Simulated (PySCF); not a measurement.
**C₃H₉ClOSi₂: density, localisation and related maps**

| atom | x (Å) | y (Å) | z (Å) |
| --- | --- | --- | --- |
| O | 1.6748 | 0.1086 | -1.3947 |
| Si | 2.1120 | -0.2820 | 0.1270 |
| Si | 0.5233 | 0.8814 | 1.3241 |
| Cl | 0.8638 | 0.6236 | 3.3242 |
| C | -1.2523 | 0.3132 | 1.0053 |
| C | -1.5279 | -0.9973 | 0.3164 |
| C | -1.7722 | 0.2819 | -0.4068 |
| H | 2.1554 | -0.1976 | -2.1590 |
| H | 3.5053 | 0.1246 | 0.3539 |
| H | 2.1122 | -1.7470 | 0.2666 |
| H | 0.5323 | 2.3440 | 1.1416 |
| H | -1.9822 | 0.5928 | 1.7588 |
| H | -0.6876 | -1.6020 | 0.0071 |
| H | -2.3787 | -1.5772 | 0.6438 |
| H | -2.7923 | 0.5894 | -0.5837 |
| H | -1.0934 | 0.5524 | -1.2011 |

Geometry: GFN2-xTB.

The calculation used PySCF 2.14.0, PBE0/pcSseg-1, SCF density, gas phase, non-relativistic.

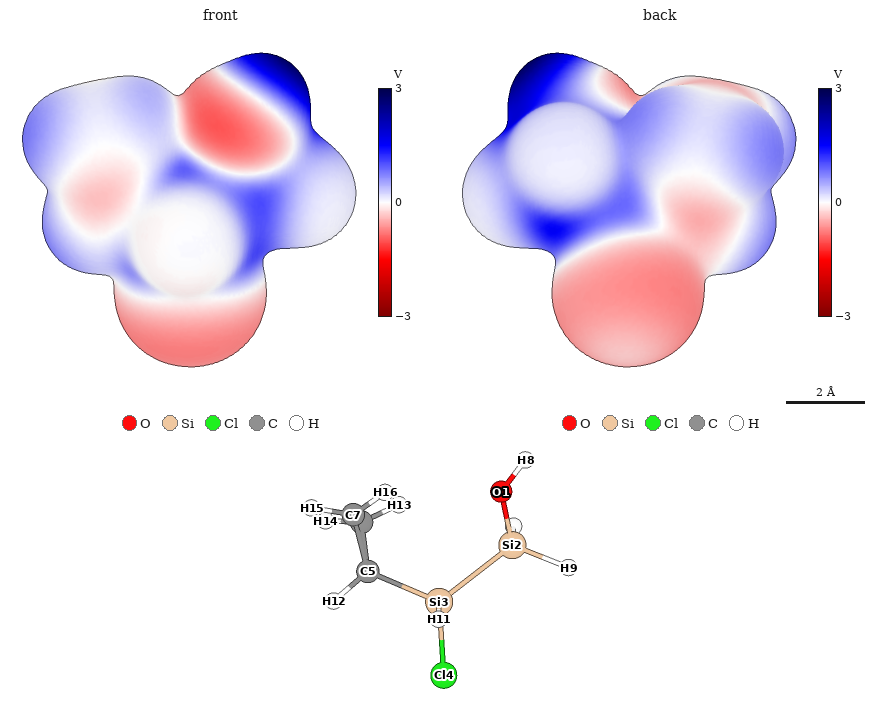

Figure 1. The molecular electrostatic potential painted on the density surface at 0.002 e/bohr³, seen from the front and from behind; the colour scale runs from red (negative) to blue (positive). The bare structure is drawn below in the same view.

### Which sites attract a positive test charge, and which a negative one?

A positive charge is drawn to the negative regions and a negative charge to the positive ones. The most negative region (about −0.9 V) lies over O1, the most positive (about +2.7 V) over H8.

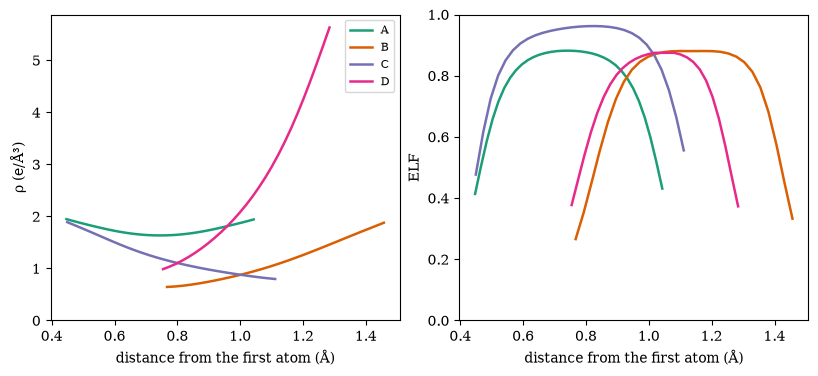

Figure 2. Total electron density and ELF along straight lines between neighbouring atoms. The curves leave out the atomic cores.

### Which curve belongs to which contact (C–C, C–Si, Si–Cl and Si–O)? The first atom named is at distance zero.

Curve A: C–C (1.49 Å): ρ is about 1.6 e/Å³ halfway; the ELF peaks at about 0.90 between the atoms; localised, covalent bonding. Curve B: Si–Cl (2.05 Å): the density is about 0.91 e/Å³ at the midpoint; the ELF peaks at about 0.90 between the atoms (a polar covalent bond). Curve C: C–Si (1.89 Å): the density is about 0.93 e/Å³ at the midpoint; the ELF peaks at about 0.95 between the atoms: localised, covalent bonding. Curve D: Si–O (1.63 Å): the density is about 1.2 e/Å³ at the midpoint; the ELF peaks at about 0.85 between the atoms (a polar covalent bond).
